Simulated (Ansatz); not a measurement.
```xyz
7

C    -0.7521    0.4929   -0.2824
Al    0.8877   -0.4472    0.1481
Br    0.8972   -1.9452    1.8477
H    -0.6052    1.5747   -0.1968
H    -1.5824    0.2079    0.3659
H    -1.0438    0.2989   -1.3198
H     2.2597   -0.2501   -0.6083
```

Geometry: PBE0-D4/def2-TZVP.

These are results of RKS PBE0-D4/def2-TZVPP (Ansatz 0.2.0), not measurements.

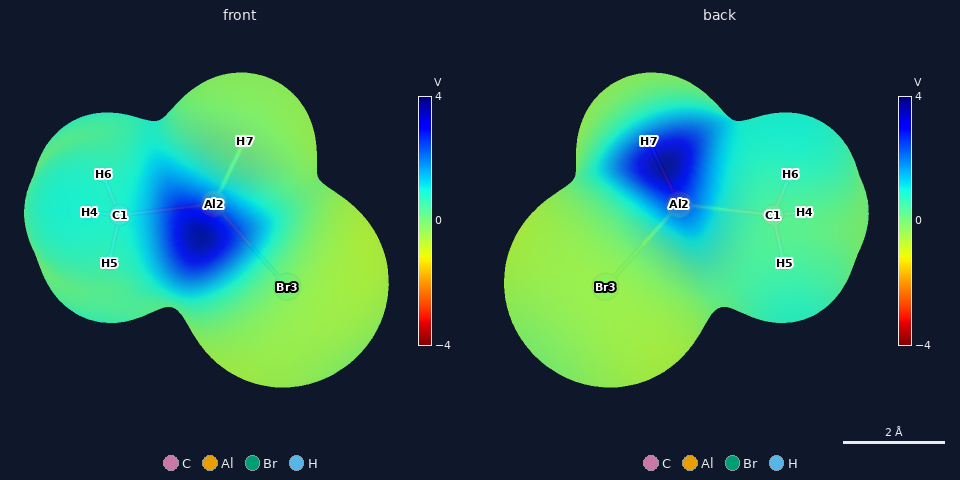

CH4AlBr (SMILES [CH3][AlH][Br]). The molecular electrostatic potential painted on the density surface at 0.002 e/bohr³, seen from the front and from behind; red is negative and blue positive.

### Describe the electrostatic potential map.

The most negative region (about −0.6 V, or −14 kcal/mol for a unit charge) lies over Br3, the most positive (about +3.6 V, or +83 kcal/mol for a unit charge) over Al2.
